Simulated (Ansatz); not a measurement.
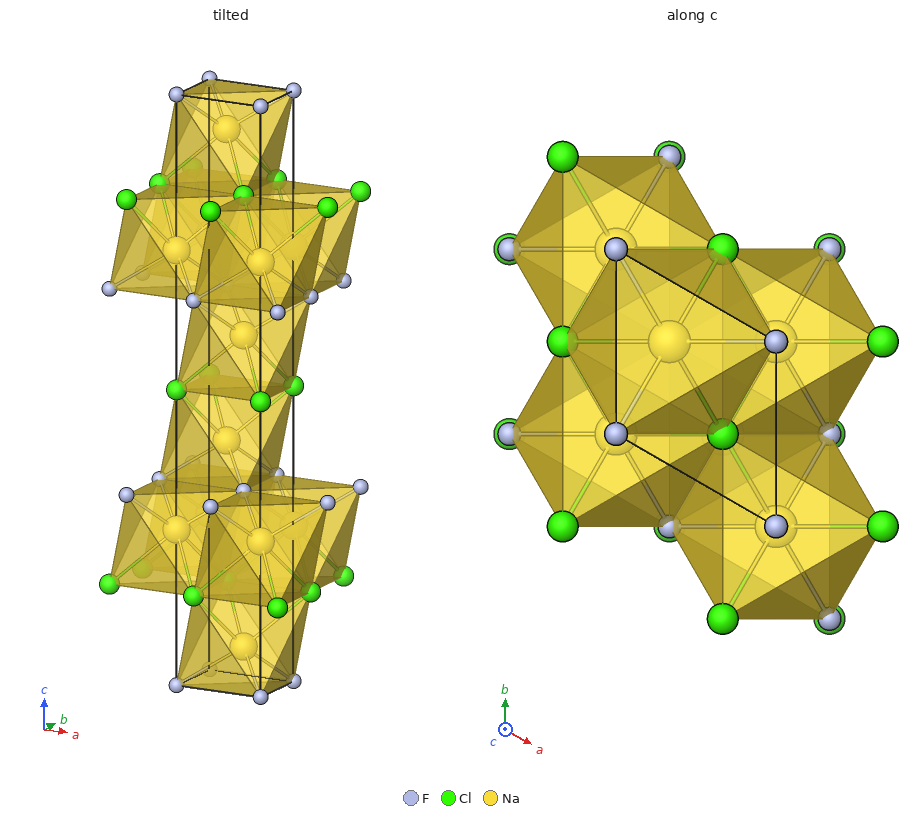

A polyhedral rendering, viewed slightly off an axis and along the c axis. The parallelepiped is the conventional unit cell. Some atoms of the next cells are drawn as well.

Na2ClF, space group R-3m (No. 166), a = 3.596 Å, b = 3.596 Å, c = 17.762 Å, α = 90.00°, β = 90.00°, γ = 120.00°. The model was built from a structure type filled with these elements by a generator (whether the compound takes this form wasn't checked). The cell was then strained or its atoms displaced on purpose. An electronic-structure calculation with Ansatz was run on it.

This one geometry was computed with Ansatz (DFT, plane waves, PAW) at three levels of theory: r2SCAN, PBE and HSE06. It was relaxed with r2SCAN and then strained.

**Which level gives the highest pressure at this volume, and what does that say about its equilibrium volume?**

Highest: PBE (2.5 GPa), which points to the largest equilibrium volume. Lowest, with the smallest volume: r2SCAN (0.5 GPa). Levels within 0.5 GPa of each other can't be told apart.

**How does the band gap change with the level of theory?**

PBE: a gap of 4.33 eV, direct; r2SCAN: a gap of 5.01 eV, direct; HSE06: a gap of 5.78 eV, direct.

**Collect the results in a table.**

| level | cutoff (eV) | k-mesh of the run's cell | gap (eV) | pressure (GPa) |
| --- | --- | --- | --- | --- |
| r2SCAN | 500 | 8×8×8 | 5.01 | 0.5 |
| PBE | 420 | 8×8×8 | 4.33 | 2.5 |
| HSE06 | 420 | 6×6×6 | 5.78 | 1.4 |

Gaps are taken on the k-mesh or band path of each run.
